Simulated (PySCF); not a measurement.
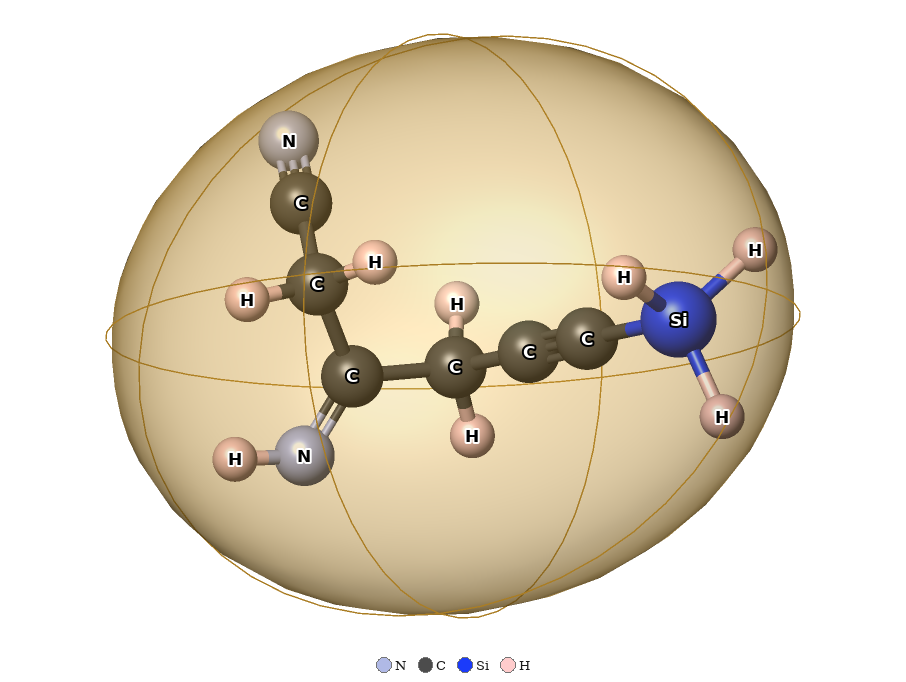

The ellipsoid shows the static dipole polarisability: its half-axes are proportional to the principal values. The geometry was computed by an optimisation with GFN2-xTB. No frequency run is at hand to confirm it as a minimum. Method: CAM-B3LYP/def2-SVPD (PySCF 2.14.0).

How large and how anisotropic is the polarisability?

Answer. Principal values 85.9, 100.5, 132.6 bohr³; mean 106.3 bohr³ (15.76 Å³); anisotropy 41.4 bohr³, so the longest axis is 1.54 times the shortest.

The geometry is semi-empirical. Around Si such bond lengths and angles can be off by a tenth of an ångström or more and by several degrees, and values that hang on the shape move with them.
